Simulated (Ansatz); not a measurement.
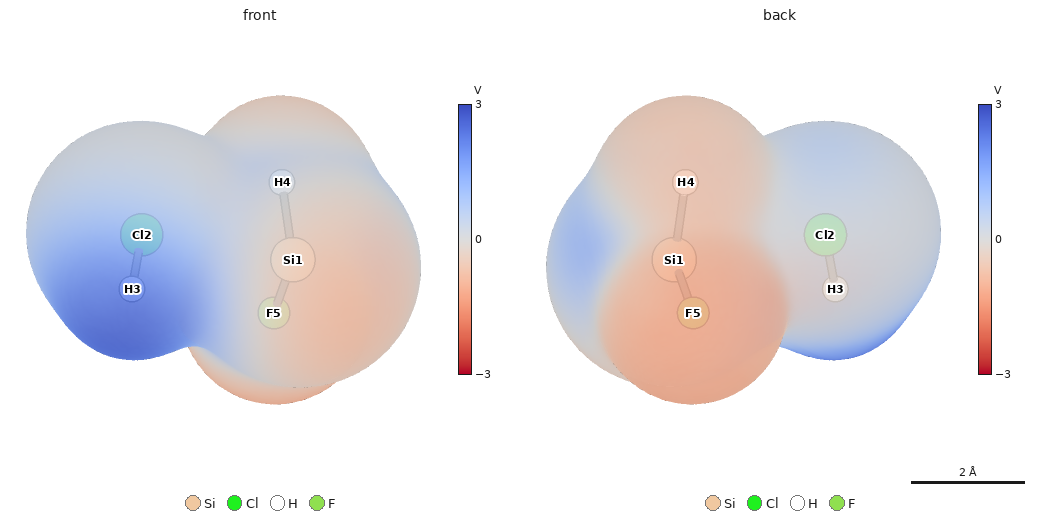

Figure. FHSi···HCl. The electrostatic potential painted on the density surface at 0.001 e/bohr³, seen from the front and from behind; red is negative and blue positive.

Computed with RKS r2SCAN-D4/def2-SVP in Ansatz.

```xyz
5

Si   -0.1886    0.0908   -0.8997
Cl    1.3055    0.3052    1.4247
H     2.3557   -0.3250    1.0168
H    -1.0476    1.1047   -0.1083
F    -0.9344   -1.2818   -0.3789
```

**Describe the electrostatic potential map.**

The most negative region (about −1.2 V) lies over F5, the most positive (about +2.5 V) over H3. Cl2 shows a σ-hole: about +0.5 V at the tip opposite its bond, against about +0.1 V on its flanks.
